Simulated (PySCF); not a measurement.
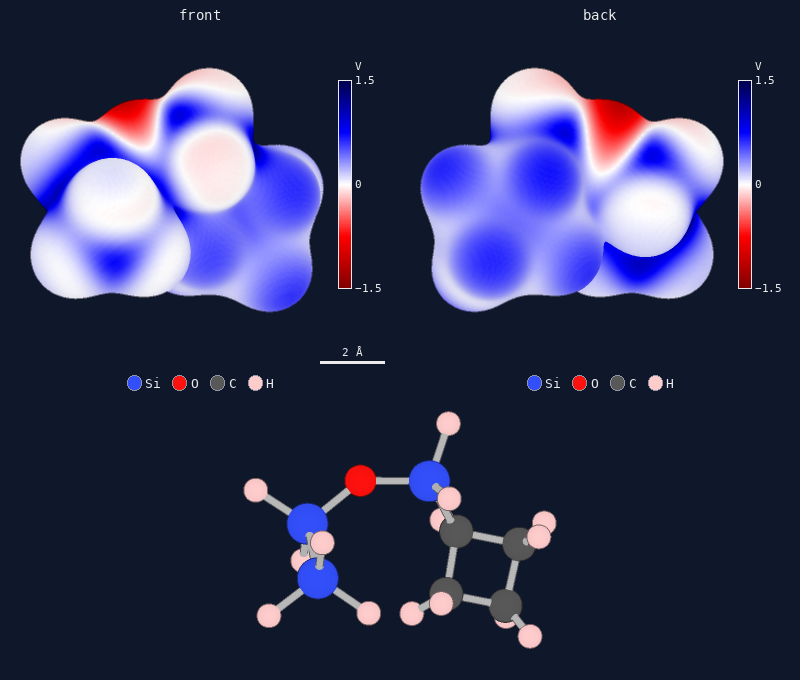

C₄H₁₄OSi₃ (SMILES [SiH3][SiH2]O[SiH2]C1CCC1). The molecular electrostatic potential painted on the density surface at 0.002 e/bohr³, seen from the front and from behind; the colour scale runs from red (negative) to blue (positive). The bare structure is drawn below in the same view.

Geometry: PBE0-D3(BJ)/def2-SVP.

These are results of PBE0/pcSseg-1, SCF density, gas phase, non-relativistic in PySCF 2.14.0, not measurements.

```
atom    x (Å)    y (Å)    z (Å)
  Si   3.0874   0.9273  -1.0731
  Si   2.1591  -1.2263  -1.2407
   O   1.4204  -1.6628   0.1829
  Si   0.3279  -1.0701   1.2928
   C  -1.2802  -0.6169   0.4512
   C  -2.3655   0.1307   1.2704
   C  -2.6316   1.0232   0.0441
   C  -1.2762   0.5812  -0.5367
   H   4.0834   0.9881   0.0412
   H   2.0198   1.9422  -0.8081
   H   3.7749   1.2863  -2.3535
   H   1.1719  -1.2498  -2.3678
   H   3.2287  -2.2239  -1.5396
   H   0.1392  -2.1139   2.3420
   H   0.8937   0.1686   1.9215
   H  -1.7112  -1.5092  -0.0340
   H  -3.2007  -0.4666   1.6653
   H  -1.9329   0.7055   2.1066
   H  -2.7914   2.0987   0.2157
   H  -3.4704   0.6401  -0.5573
   H  -0.4774   1.3064  -0.3068
   H  -1.2255   0.3491  -1.6112
```

Which sites attract a positive test charge, and which a negative one?

Answer. A positive charge is drawn to the negative regions and a negative charge to the positive ones. The most negative region (about −1.1 V, or −25 kcal/mol for a unit charge) lies over O3, the most positive (about +1.2 V, or +28 kcal/mol for a unit charge) over Si2 and Si4. O3 is the likeliest acceptor of a hydrogen bond.

What dipole moment does the calculation give?

Answer. Its dipole moment is 1.32 D.
